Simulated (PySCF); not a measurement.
## C3H2F6: excited-state calculation

- system: C3H2F6, SMILES FCC(F)(F)C(F)(F)F
- method: TDDFT CAM-B3LYP/def2-SVPD, vertical, IEF-PCM chloroform (non-equilibrium linear response), core orbitals frozen in the response (PySCF 2.14.0)

The geometry comes from this level: PBE0-D3(BJ)/def2-SVP. It belongs to a series of runs on one base structure; here: solvent chloroform.

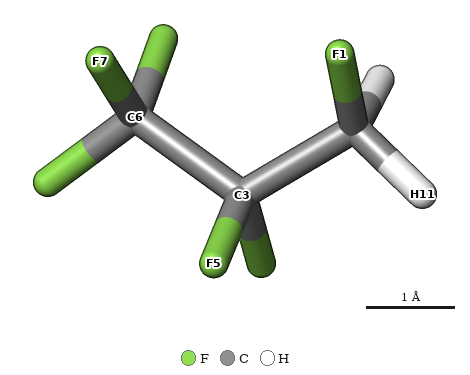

The input geometry (stick view, seen at a tilt; atoms are numbered from 1 in the order of the input). Bond lengths as drawn: C–C 1.52 to 1.54 Å, C–F 1.32 to 1.36 Å and C–H 1.10 Å.

Key numbers

| quantity | value |
| --- | --- |
| outcome | converged |
| total energy | −713.901616 hartree |
| HOMO | −11.75 eV |
| LUMO | 1.32 eV |
| dipole moment | 2.46 D |
| mean polarisability | 49.13 a.u. |
| lowest excitation | 9.45 eV |
| hardware | 1 CPU thread, shared host |
| wall time | 42 s |
| peak memory | 1 GiB |

The input
```
{"job": {"kind": "uv", "xc": "CAM-B3LYP", "basis": "def2-SVPD", "solvent": "chloroform", "nstates": 6, "ntriplets": 0}, "charge": 0, "multiplicity": 1}
F      0.768174     1.693283    -0.782071
C      0.935314     0.349465    -0.883836
C      0.346422    -0.350658     0.324237
F      0.496423    -1.676154     0.136801
F      1.004596    -0.000333     1.441536
C     -1.151812    -0.080778     0.564967
F     -1.348454     1.165021     0.962995
F     -1.827545    -0.282227    -0.565104
F     -1.620133    -0.906386     1.488493
H      0.440811    -0.028649    -1.792071
H      2.008084     0.097155    -0.913859
```

The first line tells a small driver script what to run in PySCF; the rest is the geometry in Å.

Launch command:
```bash
OMP_NUM_THREADS=1 python <driver script> task.json out
```

Output
```
coarse grid: 11016 points
cycle   1  E = -713.5507219466  dE =  1.633e+00  |g| = 1.198e+00  |ddm| = 3.956e+00
cycle   2  E = -713.4133448274  dE =  1.374e-01  |g| = 1.589e+00  |ddm| = 2.303e+00
cycle   3  E = -713.8074967764  dE = -3.942e-01  |g| = 7.061e-02  |ddm| = 1.253e+00
cycle   4  E = -713.8082379750  dE = -7.412e-04  |g| = 2.729e-02  |ddm| = 9.354e-02
cycle   5  E = -713.8083588068  dE = -1.208e-04  |g| = 8.838e-03  |ddm| = 3.256e-02
cycle   6  E = -713.8083705519  dE = -1.175e-05  |g| = 2.491e-03  |ddm| = 8.813e-03
cycle   7  E = -713.8083716418  dE = -1.090e-06  |g| = 3.583e-04  |ddm| = 2.889e-03
final grid: 113992 points
cycle   8  E = -713.9016105629  dE = -3.760e-05  |g| = 6.063e-03  |ddm| = 4.907e-02
cycle   9  E = -713.9016081518  dE =  2.411e-06  |g| = 7.372e-03  |ddm| = 9.854e-03
cycle  10  E = -713.9016162762  dE = -8.124e-06  |g| = 3.095e-04  |ddm| = 4.981e-03
cycle  11  E = -713.9016162921  dE = -1.595e-08  |g| = 1.493e-04  |ddm| = 5.256e-04
cycle  12  E = -713.9016162962  dE = -4.095e-09  |g| = 3.083e-05  |ddm| = 1.844e-04
cycle  13  E = -713.9016162964  dE = -1.457e-10  |g| = 9.821e-06  |ddm| = 3.447e-05
```

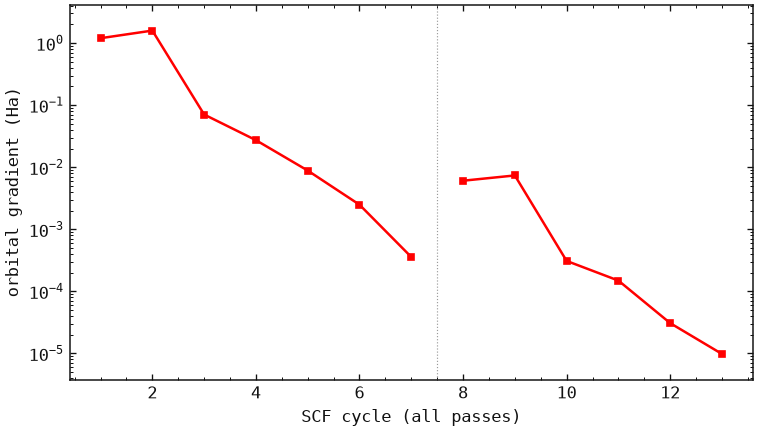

Convergence of the self-consistent field: orbital gradient against the SCF cycle. The dotted line marks the change from a coarse to the final integration grid. The first 7 cycles use a coarse grid, the final grid takes over at cycle 8, and the field converges after 13 cycles in all.

```
converged SCF energy = -713.9016162964

Static polarisability (au): isotropic 49.131, principal 47.810 49.424 50.159

Singlet excitations
state   eV       nm        f      main configurations
  1   9.4507    131.2   0.00946   H->L+1 0.61, H->L 0.25
  2   9.6998    127.8   0.00514   H-1->L+1 0.50, H-1->L 0.41
  3  10.1810    121.8   0.00345   H->L 0.63, H->L+1 0.24
  4  10.5826    117.2   0.05815   H->L+2 0.24, H-1->L 0.14, H->L+4 0.13
  5  10.6157    116.8   0.03489   H-1->L 0.24, H-1->L+1 0.15, H-1->L+2 0.14
  6  11.1051    111.6   0.12061   H->L+2 0.38, H->L+3 0.32, H-2->L+1 0.12
```

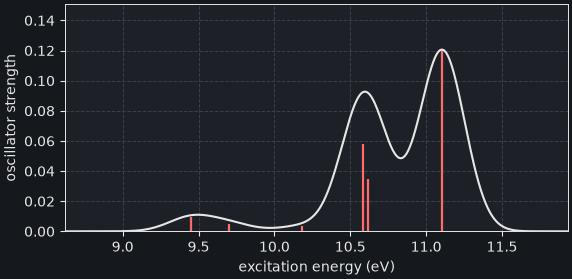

Computed excitations as sticks (degenerate states added up, dark ones marked on the axis), with a Gaussian envelope of 0.35 eV full width at half maximum, scaled to the tallest. Of the 6 states the lowest lies at 9.45 eV (f = 0.009); the strongest line is at 11.11 eV, or 112 nm (f = 0.121).

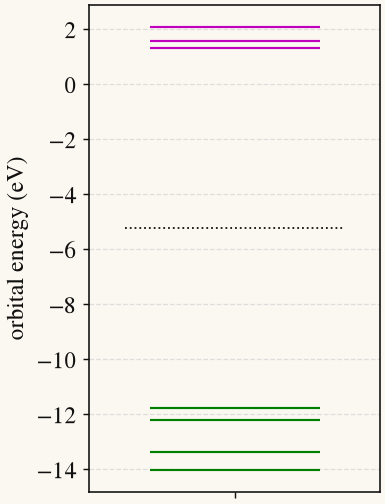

Orbital energies near the frontier; the dotted line parts filled from empty levels, and levels within 0.02 eV of each other stand side by side. Highest filled −11.75 eV, lowest empty 1.32 eV, 13.07 eV apart.
